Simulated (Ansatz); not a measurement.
Consider WSe2 in the 2H-MoS2 type structure (space group P6_3/mmc, No. 194; a = 3.279 Å, c = 12.786 Å; layered, stacked along the Cartesian z axis). Axes: x lies along a and z along c of the hexagonal cell.

The change: uniaxial strain ε_zz = −3.22 %, all other strain components held at zero; the atoms relax in the strained cell.

Method: PBE-D3(BJ) (Ansatz, an electronic-structure program; PAW; 420 eV plane waves; scalar-relativistic without spin-orbit coupling).

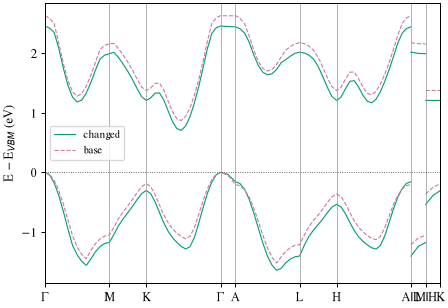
Figure. Highest valence and lowest conduction band along the path, each from its own valence-band maximum

Q: Read the changed gap and its character from the plot.

A: About 0.7 eV, indirect, Γ → K–Γ (47 % along).

Spin-orbit coupling, missing from the scalar runs, can matter with W. No phonon test of stability was made.
